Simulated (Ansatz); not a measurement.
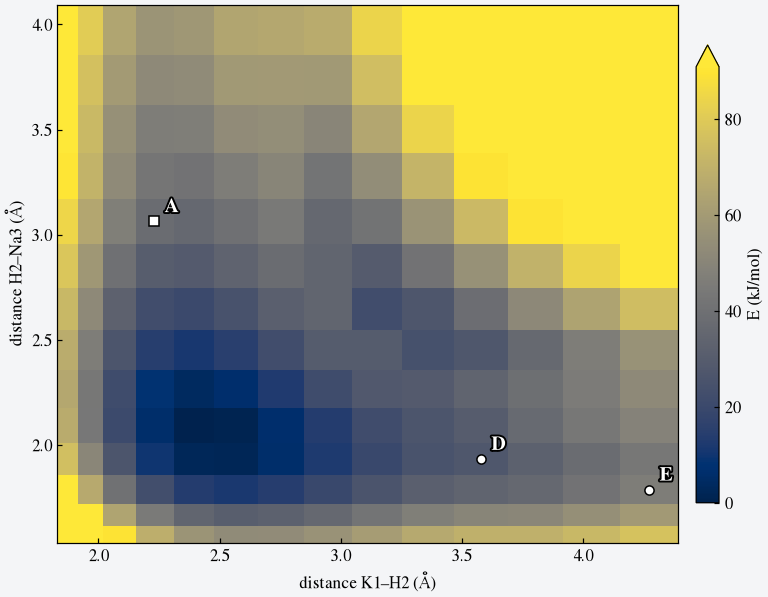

The system K + HNa, spin multiplicity 2. The first coordinate is: distance K1–H2; the second: distance H2–Na3. Nothing is relaxed (the angle K1–H2–Na3 is fixed at 100 degrees). The scan uses a 14 × 14 grid. Points are written as (first, second). Energies: kJ/mol, counted from the lowest grid point. Energies and slopes of some neighbouring points disagree (a jump in structure or state, or too coarse a mesh). The D4 coefficients can switch as the alkali atoms part, which puts small steps into the map. All numbers below come from UKS PBE0-D4/def2-SVPD (Ansatz 0.2.0).

Drawn: one coloured cell a grid point, one colour for all values above the top of the scale, lettered points.

Q: Rank the lettered points by energy, lowest first.

A: D (27 kJ/mol), A (38 kJ/mol), E (46 kJ/mol).
